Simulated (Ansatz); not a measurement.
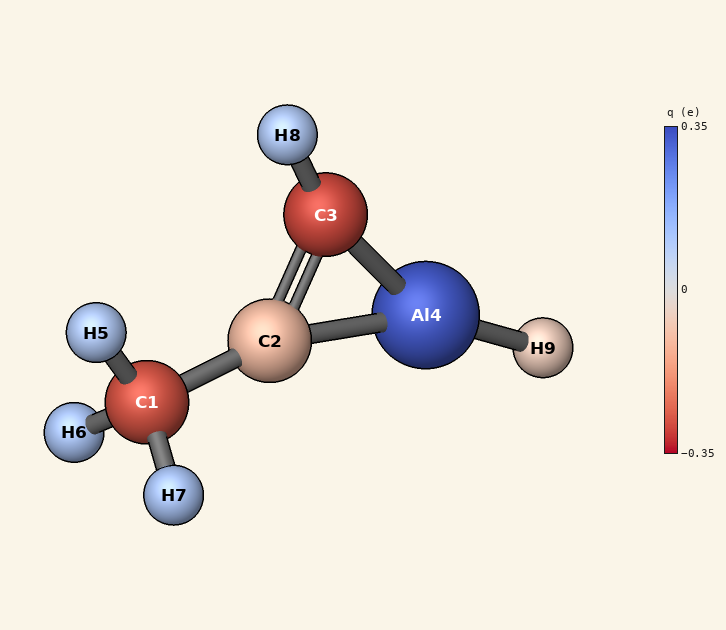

Atoms are coloured by their Mulliken charges. The computed structure is the end point of a PBE0-D4/def2-TZVP optimisation. Properties computed with RKS ωB97M-V/def2-TZVPP (Ansatz 0.2.0).

Give the Mulliken charges atom by atom.

```json
{"atom": "C1", "value (e)": "−0.28"}
{"atom": "C2", "value (e)": "−0.10"}
{"atom": "C3", "value (e)": "−0.29"}
{"atom": "Al4", "value (e)": "0.32"}
{"atom": "H5", "value (e)": "0.09"}
{"atom": "H6", "value (e)": "0.11"}
{"atom": "H7", "value (e)": "0.11"}
{"atom": "H8", "value (e)": "0.09"}
{"atom": "H9", "value (e)": "−0.06"}
```

Mulliken values depend strongly on the basis set and can even reverse the polarity of a bond.
